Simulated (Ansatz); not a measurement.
The structure below was relaxed with plane-wave PAW DFT at the PBEsol level (Ansatz, a program for electronic structure, 420 eV), spin-orbit coupling left out, at pressure 5 GPa.

```
CELL_PARAMETERS angstrom
      0.00000     4.41409     4.41409
      4.41409     0.00000     4.41409
      4.41409     4.41409     0.00000
ATOMIC_POSITIONS crystal
  Cs 0.25000 0.25000 0.25000
  Cs 0.75000 0.75000 0.75000
  Na 0.50000 0.50000 0.50000
  Bi 0.00000 0.00000 0.00000
  F  0.25256 0.25256 0.74744
  F  0.74744 0.74744 0.25256
  F  0.74744 0.25256 0.25256
  F  0.25256 0.74744 0.74744
  F  0.25256 0.74744 0.25256
  F  0.74744 0.25256 0.74744
```

Problem. Find the space group and the Wyckoff positions.

Solution. Space group Fm-3m (No. 225); a = 8.828 Å, b = 8.828 Å, c = 8.828 Å, α = 90.00°, β = 90.00°, γ = 90.00°

```json
[
 {"atom": "Cs", "site": "8c", "symmetry": "-43m", "x": "0.2500", "y": "0.2500", "z": "0.2500"},
 {"atom": "Na", "site": "4b", "symmetry": "m-3m", "x": "0.5000", "y": "0.5000", "z": "0.5000"},
 {"atom": "Bi", "site": "4a", "symmetry": "m-3m", "x": "0.0000", "y": "0.0000", "z": "0.0000"},
 {"atom": "F", "site": "24e", "symmetry": "4m.m", "x": "0.0000", "y": "0.0000", "z": "0.2526"}
]
```

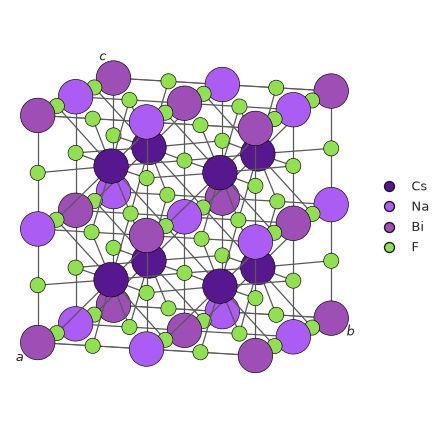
Figure. The conventional cell

Load acts through the strain it causes; cell and atoms are relaxed under it. Whether these cells are dynamically stable was not tested. Competing high-pressure phases were not computed. The cell was made from Cs₂NaBiF₆ (space group Fm-3m, No. 225) by this change: pressure 5 GPa.
